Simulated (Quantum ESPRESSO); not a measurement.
# Mo (Im-3m): electron-phonon coupling, part 3 of 3

How strong is the electron-phonon coupling in Mo (Im-3m)?

Quantum ESPRESSO 7.5; DFT LDA, scalar-relativistic, plane waves, PseudoDojo norm-conserving pseudopotentials.

So far. Step 7 (Linear response on the mesh): The acoustic modes at Γ come out as far as 0.5 cm⁻¹ from zero, where they should vanish, a small numerical error. Step 9 (Dispersion): All branches are real along the path. The relaxed cell has a = 3.112 Å (conventional setting).

**10. Density of states**

Sums over the zone need many more wavevectors than were solved, so the interpolation is sampled on a dense mesh.

matdyn.in reads:

```
&input
   asr = 'crystal'
   flfrc = 'x.fc'
   dos = .true.
   fldos = 'x.dos'
   nk1 = 20
   nk2 = 20
   nk3 = 20
   deltaE = 0.3
   la2F = .true.
/
```

Started as:

```console
$ matdyn.x -in matdyn.in > matdyn.out
```

Numbers of over 12 decimals in the logs are rounded to 6 here.

Log:

```text
[banner, memory and clock lines left out]
Program MATDYN v.7.5

 mass for atomic type   1 not given; uses mass from file x.fc
 Norm of the difference between old and new effective charges:    0.000000

 Norm of the difference between old and new force-constants:   4.24353e-07

     Message from routine matdyn:
     Z* not found in file x.fc, TO-LO splitting at q=0 will be absent!
 Norm of the difference between old and new effective charges:    0.000000

 Norm of the difference between old and new force-constants:   1.3445e-05

 Norm of the difference between old and new effective charges:    0.000000

 Norm of the difference between old and new force-constants:   2.08604e-05

 Norm of the difference between old and new effective charges:    0.000000

 Norm of the difference between old and new force-constants:   2.97848e-05

 Norm of the difference between old and new effective charges:    0.000000

 Norm of the difference between old and new force-constants:   4.32839e-05

 Norm of the difference between old and new effective charges:    0.000000

 Norm of the difference between old and new force-constants:   6.52009e-05

 Norm of the difference between old and new effective charges:    0.000000

 Norm of the difference between old and new force-constants:   9.9305e-05

 Norm of the difference between old and new effective charges:    0.000000

 Norm of the difference between old and new force-constants:   0.000146285

 Norm of the difference between old and new effective charges:    0.000000

 Norm of the difference between old and new force-constants:   0.000206984

 Norm of the difference between old and new effective charges:    0.000000

 Norm of the difference between old and new force-constants:   0.000285771

 Norm of the difference between old and new effective charges:    0.000000

 Norm of the difference between old and new force-constants:   0.000391296

Note: The following floating-point exceptions are signalling: IEEE_UNDERFLOW_FLAG
```

It took 49 s on 1 thread of Arm Neoverse V1, shared host.

Numbers from this step:

```yaml
share_of_modes_beyond_3i_cm_minus1_on_the_dense_interpolated_mesh: 0
electron_phonon_coupling_constant: 0.5396
logarithmic_mean_frequency_weighted_by_the_coupling: 276.5 K
zero_point_energy_per_atom: 36.62 meV
heat_capacity_at_300_k: 23.1 J/(mol atoms K)
vibrational_entropy_at_300_k: 28.09 J/(mol atoms K)
```

The phonon density of states has structure finer than the step of the table below, so its rows give means over 25 cm⁻¹, whole bins alone (the curve runs from 0 to 275 cm⁻¹). Peaks (cm⁻¹: height): 207.0: 0.0392, 255.6: 0.0356.

Tetrahedra. Phonon density of states against wavenumber; means over each step:

| wavenumber (cm⁻¹) | phonon density of states (1/cm⁻¹/cell) |
| --- | --- |
| 25 | 1.2e-4 |
| 50 | 6.1e-4 |
| 75 | 0.00151 |
| 100 | 0.00303 |
| 125 | 0.00574 |
| 150 | 0.0124 |
| 175 | 0.0216 |
| 200 | 0.0321 |
| 225 | 0.0167 |
| 250 | 0.0225 |

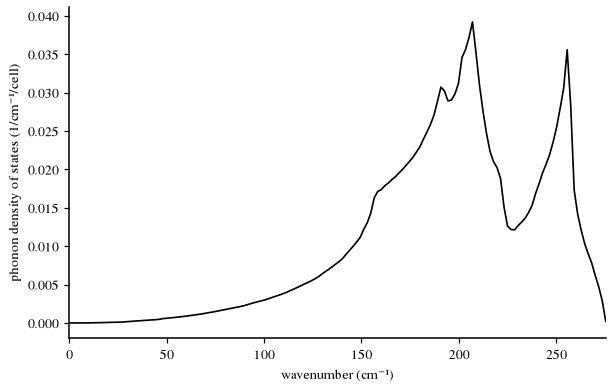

Phonon density of states, plotted against wavenumber.

Harmonic thermodynamic functions per atom, summed over the density of states scaled to three modes an atom; melting is ignored. Thermodynamic functions:

| T (K) | F_vib (meV/atom) | S (J/mol-atom/K) | C_V (J/mol-atom/K) |
| --- | --- | --- | --- |
| 0 | 36.62 | 0 | 0 |
| 50 | 36.49 | 1.114 | 3.643 |
| 100 | 34.56 | 6.819 | 13.4 |
| 200 | 20.86 | 19.09 | 21.05 |
| 300 | -3.83 | 28.09 | 23.1 |
| 400 | -36.6 | 34.85 | 23.88 |
| 500 | -75.61 | 40.23 | 24.26 |
| 600 | -119.7 | 44.67 | 24.46 |
| 700 | -168 | 48.45 | 24.59 |
| 800 | -219.9 | 51.74 | 24.67 |
| 900 | -275.1 | 54.65 | 24.73 |
| 1000 | -333.1 | 57.26 | 24.77 |

λ by broadening:

| broadening (Ry) | lambda | N(E_F) (states/spin/Ry/cell) | ω_log (K) |
| --- | --- | --- | --- |
| 0.005 | 0.4753 | 4.437 | 274.3 |
| 0.01 | 0.5635 | 4.378 | 280.6 |
| 0.015 | 0.5628 | 4.418 | 279 |
| 0.02 | 0.5396 | 4.407 | 276.5 |
| 0.025 | 0.5216 | 4.397 | 274.5 |
| 0.03 | 0.5119 | 4.409 | 273.3 |
| 0.035 | 0.5078 | 4.438 | 272.5 |
| 0.04 | 0.507 | 4.478 | 272.1 |
| 0.045 | 0.508 | 4.526 | 271.9 |
| 0.05 | 0.5105 | 4.583 | 271.7 |

The alpha^2 F has structure finer than the step of the table below, so its rows give means over 2 meV, whole bins alone (the curve runs from 0.019 to 34.2 meV). Peaks (meV: height): 23.6: 1.05, 26.1: 0.667, 31.8: 0.650.

Gaussian broadening 0.02 Ry. The alpha^2 F by phonon energy; means over each step:

| phonon energy (meV) | alpha^2 F |
| --- | --- |
| 2 | 0 |
| 4 | -1.5e-4 |
| 6 | -4.7e-4 |
| 8 | -7.0e-4 |
| 10 | -2.0e-4 |
| 12 | 0.00288 |
| 14 | 0.0133 |
| 16 | 0.0429 |
| 18 | 0.135 |
| 20 | 0.403 |
| 22 | 0.513 |
| 24 | 0.723 |
| 26 | 0.524 |
| 28 | 0.263 |
| 30 | 0.291 |
| 32 | 0.305 |

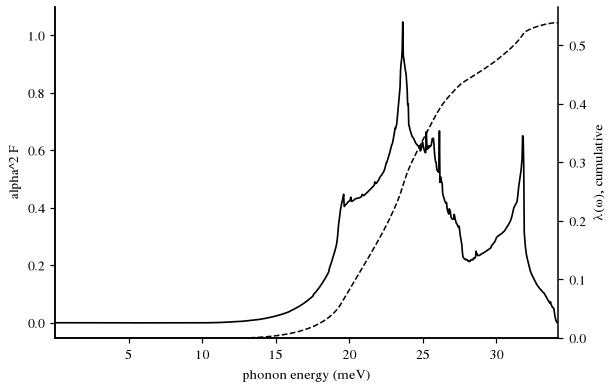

Alpha^2 F against phonon energy. The dashed line is the running λ.

At 300 K the heat capacity has reached 93 % of the Dulong-Petit value.

**11. What came out**

```json
{
  "space group after relaxation": "Im-3m",
  "volume per atom": "15.1 Å³",
  "q mesh": "4×4×4",
  "lowest mode on the q mesh (acoustic ones at the zone centre apart)": "116.7 cm⁻¹",
  "zero-point energy per atom": "36.6 meV",
  "heat capacity at 300 K": "23.1 J/(mol atoms K)",
  "vibrational entropy at 300 K": "28.1 J/(mol atoms K)",
  "coupling constant for broadenings of 0.01 to 0.04 Ry": "0.51 to 0.56",
  "logarithmic mean frequency over the same range": "272 to 281 K",
  "imaginary modes on the q mesh": "none"
}
```

What this shows: λ is about 0.53 and holds within 15 % over the middle broadenings, a moderate coupling. Mo (Im-3m) is dynamically stable on the 4×4×4 mesh; its spectrum reaches 276 cm⁻¹. These are harmonic frequencies at zero temperature: anharmonic shifts and linewidths and thermal expansion are left out. In a metal the frequencies hang on the k mesh and the smearing, most of all near Kohn anomalies.

[Host names and launcher messages were left out of these logs when they were recorded.]

[Logs are printed without paths, hosts, clocks, repeated set-up lines and the standing remarks that a program may print on its own settings, such as how far it seeks lower states.]

[Hosts, paths, dates, database ids (printed as entryN), source tags and the programs' standing remarks are cut or masked in the printed files.]
